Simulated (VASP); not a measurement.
Band structure of Sn₂Si₆ (ordered alloy cell). Calculation: PBEsol GGA, VASP's PBE PAW potentials (set 64) (plane waves; VASP 6.6.1).

Unless said otherwise, spin-orbit coupling is left out, though it shifts the bands of the heavy elements here.

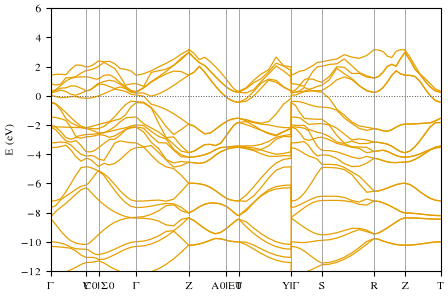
Bands along high-symmetry lines, zero at the valence-band maximum or, without a gap, the Fermi level

### Question
Read the plot: is there a gap, and where are the band edges?

### Answer
It has no gap at this level: it comes out as a metal or semimetal. (Edges off the drawn lines would not show.)

The structure was generated: Sn2Si6 was put into an ordered model structure (Cmcm), which need not be its known phase. It was relaxed first.
